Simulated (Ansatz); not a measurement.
**CH2NSi (SMILES N#C[SiH2]) at U-r2SCAN0/STO-3G**

Aim: the electronic atomisation energy of CH2NSi at U-r2SCAN0/STO-3G, from 5 runs. 

The calculation is run with Ansatz 0.2.0.

74 further runs of the same task are left out: 5 that didn't finish, 69 set aside as unsound or not needed.

## (1) Starting point

The species is CH2NSi (5 atoms), meant as a doublet with charge 0. As SMILES, `N#C[SiH2]`. Geometry: relaxed at PBE0-D4/def2-TZVP.

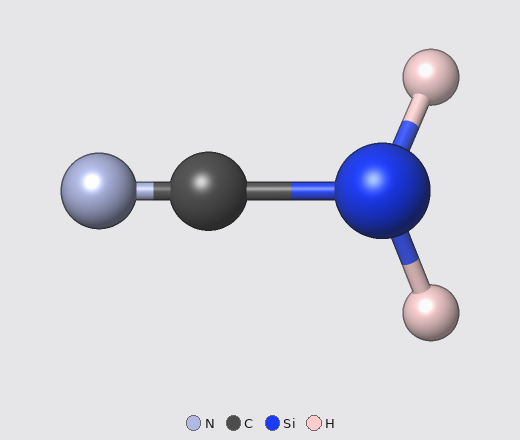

The structure, seen from a chosen angle (nitrogen light blue, carbon dark grey, silicon blue, hydrogen pink).

## (2) A single-point energy at U-r2SCAN0/STO-3G

The input, in.yaml:

```yaml
crystal:
  periodic: [false, false, false]
  atoms:
    - {symbol: N, position_ang: [1.041800, -1.219200, 1.572300]}
    - {symbol: C, position_ang: [0.565900, -0.625200, 0.703900]}
    - {symbol: Si, position_ang: [-0.092000, 0.267800, -0.751900]}
    - {symbol: H, position_ang: [-1.455400, -0.223000, -1.053700]}
    - {symbol: H, position_ang: [-0.010400, 1.726000, -0.511800]}
basis:
  gaussian: {orbitals: STO-3G}
magnetization: {spin_polarized: true, initial_magnetization: 1}
hamiltonian: {xc: {name: r2SCAN0}}
accuracy: high
```

The run is started by

```console
ansatz run in.yaml --threads 1 --pin off --max-ram 2610MiB --events-out events.jsonl --progress --plain --runs-dir runs
```

Log:

```text
Warning: RAYON_NUM_THREADS=1 ignored (pool sized by the plan → 1); use --threads N
Functional definition: r2SCAN0
  name "r2SCAN0"
  parameter a = 0.25
  parameter k0 = 0.174
  parameter k1 = 0.065
  parameter a1 = 4.9479
  exchange = (1 - a)*r2scan_x(k0 = k0, k1 = k1, a1 = a1) + a*exact_x
  correlation = r2scan_c
375 factors; integrals over basis functions are off by at most 1.1e-8 eV
mean field evaluation 1: about -10306.1804 eV, gradient 2.1e1 eV
mean field evaluation 2: about -10299.1417 eV, gradient 4.3e1 eV
mean field evaluation 4: about -10309.0488 eV, gradient 6.9e-1 eV
mean field evaluation 8: about -10308.9954 eV, gradient 4.4e-2 eV
mean field evaluation 16: about -10308.9955 eV, gradient 2.0e-4 eV
mean field -10308.99552446 eV, -378.8485978357 hartree, gradient 4.9e-8 eV, S^2 0.756306; 0 other end points of the search recorded, 0 dependent functions left out
reference -10308.99552500 eV, -378.8485978557 hartree; 15, 14 occupied and 6, 7 virtual orbitals, 375 factors
Total energy: -10308.99552500 eV, -378.8485978557 hartree
```

Run time: 5.7 s. Hardware: 1 thread of Arm Neoverse V1, shared host; peak memory 0.23 GiB.

## (3) The C atom at the same level

The input, job.yaml:

```yaml
crystal:
  periodic: [false, false, false]
  atoms:
    - {symbol: C, position_ang: [0.000000, 0.000000, 0.000000]}
basis:
  gaussian:
    orbitals: STO-3G
magnetization:
  spin_polarized: true
  initial_magnetization: 2
hamiltonian:
  xc: {name: r2SCAN0}
accuracy: high
```

Run the same way, it converges to -37.33469 Eh (log not shown).

## (4) The H atom at the same level

The input, job.yaml:

```yaml
crystal:
  periodic: [false, false, false]
  atoms:
    - symbol: H
      position_ang: [0.000000, 0.000000, 0.000000]
basis:
  gaussian: {orbitals: STO-3G}
magnetization: {spin_polarized: true, initial_magnetization: 1}
hamiltonian: {xc: {name: r2SCAN0}}
accuracy: high
```

The run is started by

```console
ansatz run job.yaml --threads 1 --pin off --max-ram 2610MiB --events-out events.jsonl --progress --plain --runs-dir runs
```

Log, shortened:

```text
Warning: RAYON_NUM_THREADS=1 ignored (pool sized by the plan → 1); use --threads N
[... 8 set-up lines as earlier in the session ...]
1 factors; integrals over basis functions are off by at most 4.6e-10 eV
mean field evaluation 1: about -12.6938 eV, gradient 0.0e0 eV
mean field evaluation 2: about -12.6938 eV, gradient 0.0e0 eV
mean field -12.69384000 eV, -0.4664900157 hartree, gradient 0.0e0 eV, S^2 0.750000; 0 other end points of the search recorded, 0 dependent functions left out
reference -12.69384034 eV, -0.4664900281 hartree; 1, 0 occupied and 0, 1 virtual orbitals, 1 factors
Total energy: -12.69384034 eV, -0.4664900281 hartree
```

Run time: 0.34 s. Hardware: 1 thread of Arm Neoverse V1, shared host.

## (5) The N atom, same level

The input, job.yaml:

```yaml
crystal:
  periodic: [false, false, false]
  atoms:
    - {symbol: N, position_ang: [0.000000, 0.000000, 0.000000]}
basis:
  gaussian:
    orbitals: STO-3G
accuracy: high
magnetization:
  spin_polarized: true
  initial_magnetization: 3
hamiltonian:
  xc: {name: r2SCAN0}
```

Run the same way, it converges to -53.88331 Eh (log not shown).

## (6) The Si atom

The input, molecule.yaml:

```yaml
crystal:
  periodic: [false, false, false]
  atoms:
    - {symbol: Si, position_ang: [0.000000, 0.000000, 0.000000]}
basis:
  gaussian: {orbitals: STO-3G}
accuracy: high
magnetization: {spin_polarized: true, initial_magnetization: 2}
hamiltonian: {xc: {name: r2SCAN0}}
```

Run the same way, it converges to -285.92557 Eh (log not shown).

## (7) What came out

Level: U-r2SCAN0/STO-3G.

| quantity | value |
| --- | --- |
| molecule: total energy | -378.84860 Eh |
| molecule: ⟨S²⟩ | 0.756 |
| C atom: total energy | -37.33469 Eh |
| C atom: ⟨S²⟩ | 2.000 |
| H atom: total energy | -0.46649 Eh |
| H atom: ⟨S²⟩ | 0.750 |
| N atom: total energy | -53.88331 Eh |
| N atom: ⟨S²⟩ | 3.750 |
| Si atom: total energy | -285.92557 Eh |
| Si atom: ⟨S²⟩ | 2.000 |
| electronic atomisation energy | 21.009 eV |

Taking the molecule apart into free atoms costs 21.01 eV (484 kcal/mol), before zero-point energy and without spin-orbit coupling. In a minimal basis such a difference can be off by several eV, whatever the method.
